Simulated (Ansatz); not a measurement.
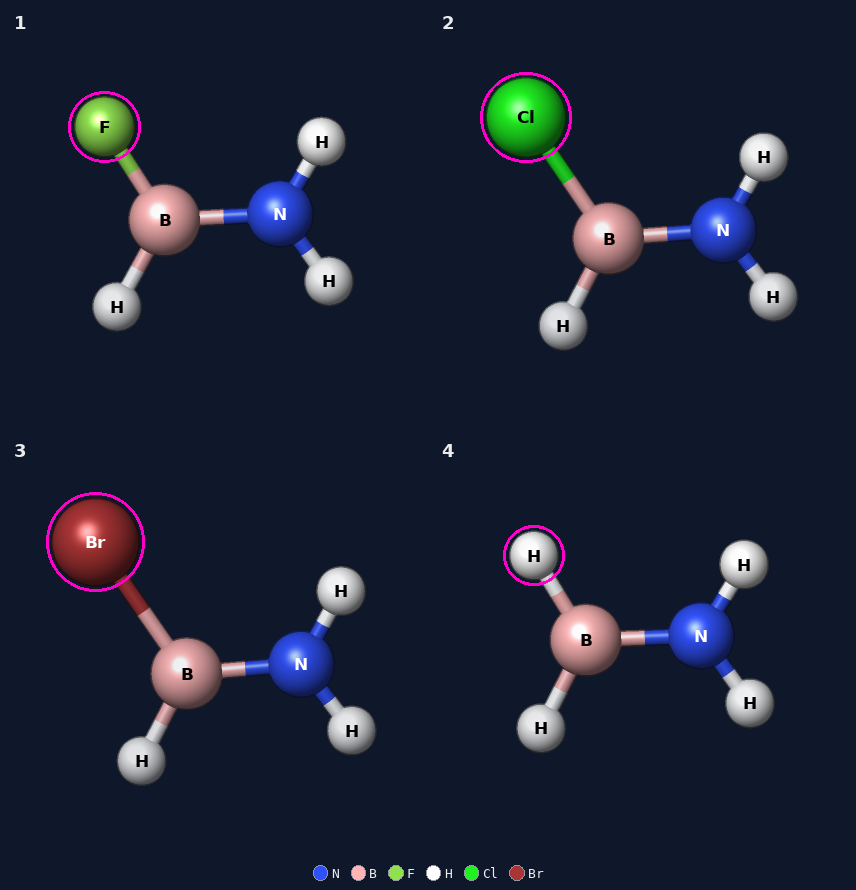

4 molecules with one skeleton, seen from the same side and at one scale; the atom that differs is circled. Charge 0, singlet. Computed geometries: PBE0-D4/def2-TZVP optimisations, one conformation each. Properties computed with Ansatz 0.2.0.

One atom differs, called X below: F in panel 1, Cl in panel 2, Br in panel 3, H in panel 4. Their formulas are BFH3N (`NBF`), BClH3N (`NBCl`), BBrH3N (`NBBr`), BH4N (`BN`).

Question: Rank them by the dipole moment, lowest first (ωB97M-V/def2-TZVPP).

Answer: 4 (H), 1 (F), 2 (Cl), 3 (Br).

Question: Rank them by the HOMO energy (Kohn–Sham orbital), lowest first (CAM-B3LYP-D4/def2-TZVPP).

Answer: 4 (H), 1 (F), 2 (Cl), 3 (Br).

Give the values. With PBE0-D4/def2-TZVP: length of X–B (Å), angle X–B–H (°), harmonic zero-point energy (kJ/mol). With CAM-B3LYP-D4/def2-TZVPP: HOMO energy (Kohn–Sham orbital) (eV), HOMO–LUMO gap (eV). With ωB97M-V/def2-TZVPP: dipole moment (D), vertical ionisation energy (eV).

```tsv
quantity	1 (F)	2 (Cl)	3 (Br)	4 (H)
length of X–B (Å)	1.338	1.768	1.931	1.197
angle X–B–H (°)	119.0	118.8	118.4	122.0
HOMO energy (Kohn–Sham orbital) (eV)	−10.05	−9.81	−9.36	−10.15
HOMO–LUMO gap (eV)	11.73	11.12	10.47	11.40
dipole moment (D)	2.39	2.66	2.86	1.97
vertical ionisation energy (eV)	11.33	10.96	10.53	11.39
harmonic zero-point energy (kJ/mol)	111.9	108.7	107.5	126.3
```
